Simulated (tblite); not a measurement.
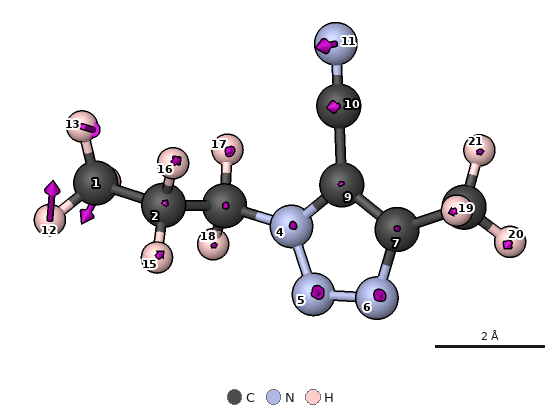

This is a relaxation of C7H10N4. The starting structure is drawn; purple arrows show the displacements, at their true length. The two geometries are superimposed by the best rigid fit.

The picture is a ball-and-stick view, seen at a tilt.

Level of theory: GFN2-xTB geometry optimisation, gas phase (tblite). 

Q: What did the optimiser do to the structure, and how much energy did it gain?

A: The largest move after the best rigid fit is that of an H atom, 1.02 Å. Largest moves by element: H 1.02 Å, N 0.54 Å, C 0.31 Å. Among the contacts that change: C–C 1.459 → 1.394 Å, N–N 1.334 → 1.283 Å, C–C 1.485 → 1.531 Å, C–H 1.136 → 1.093 Å. Among the angles between lasting bonds that change: C–C–C 125.9° → 131.5°, N–C–C 108.9° → 104.1°, C–C–H 106.4° → 110.0°. Groups turn about C–C by about 50°. After 140 geometry steps the energy has fallen by 13.7 kcal/mol.
